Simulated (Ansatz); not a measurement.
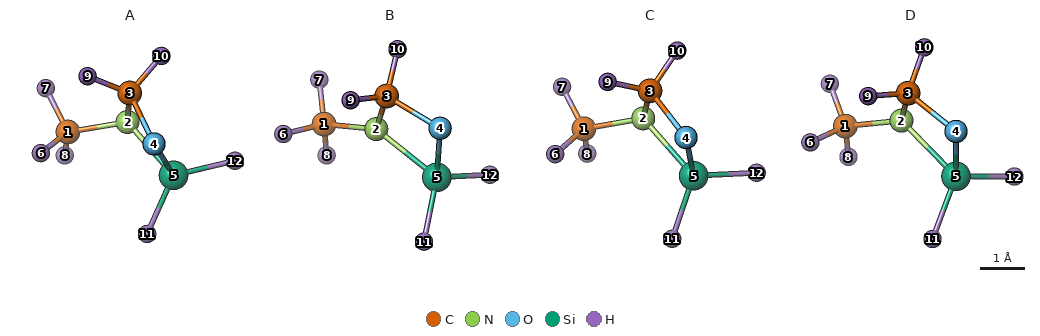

4 geometries from one relaxation of C2H7NOSi, in shuffled order. A ball-and-stick model, seen at a tilt.

The run prepares the start of a later molecular dynamics calculation, from a guessed geometry.

Theory: RKS PBE-D4/6-31G in Ansatz 0.2.0. (no spin polarisation; force threshold 0.02 eV/Å; at most 40 steps)

> Order the frames from highest to lowest energy.

A, C, D, B. They are steps 0, 2, 4, 13, at +27.9 kcal/mol, +2.72 kcal/mol, +0.74 kcal/mol relative to the last. The atom that moves furthest after the best rigid fit is H9 (0.74 Å). By element the largest moves are H 0.74 Å, O 0.69 Å, N 0.42 Å, C 0.29 Å, Si 0.10 Å. Among the contacts that change: O4–Si5 1.702 → 1.809 Å, N2–Si5 1.697 → 1.791 Å, Si5–H12 1.467 → 1.522 Å, C1–H6 1.058 → 1.112 Å. Among the angles between lasting bonds that change: C1–N2–Si5 123.5° → 141.2°, C1–N2–C3 107.6° → 124.5°, H11–Si5–H12 124.4° → 108.0°. Over 12 accepted moves (13 points after the start) the energy falls by 27.9 kcal/mol. The largest force component goes from 3.6 to 0.01 eV/Å. The line search rejected the trial step at point 12 of the run. The forces were under the threshold at step 11, but the run went on from there. The run took 37 s on 1 thread of Arm Neoverse V2, on a shared host, peak memory 0.15 GiB.
